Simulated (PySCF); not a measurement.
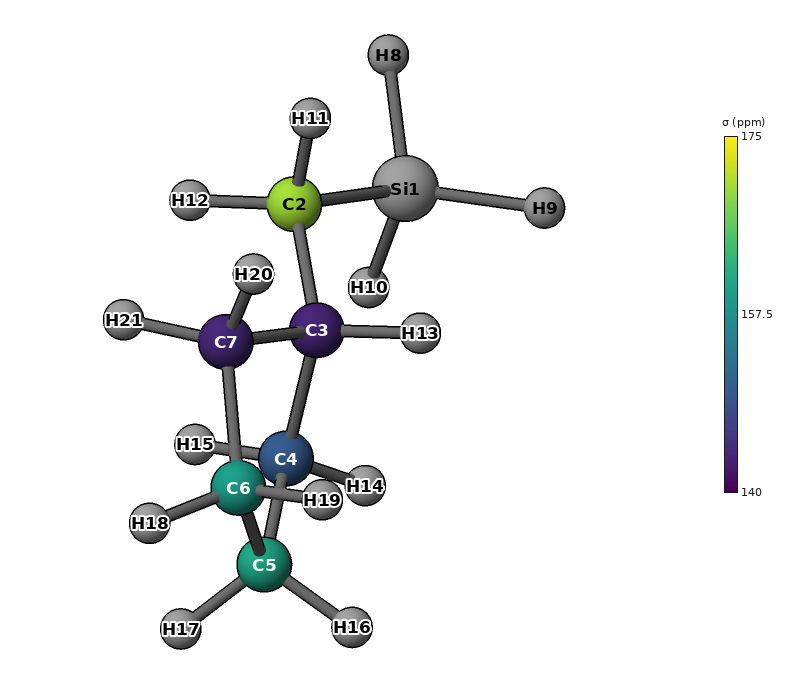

Atoms are coloured by their isotropic NMR shieldings (C only, the others grey). Computed geometry: GFN2-xTB optimisation. No frequency run is at hand to confirm it as a minimum. Level of theory: GIAO PBE0/pcSseg-1 NMR shielding, non-relativistic, gas phase (PySCF 2.14.0).

List the isotropic NMR shieldings of the C atoms.

```json
{"atom": "C2", "σ (ppm)": "170.0"}
{"atom": "C3", "σ (ppm)": "143.7"}
{"atom": "C4", "σ (ppm)": "150.1"}
{"atom": "C5", "σ (ppm)": "160.5"}
{"atom": "C6", "σ (ppm)": "159.4"}
{"atom": "C7", "σ (ppm)": "144.0"}
```

The geometry is semi-empirical. Around Si such bond lengths and angles can be off by a tenth of an ångström or more and by several degrees, and values that hang on the shape move with them.
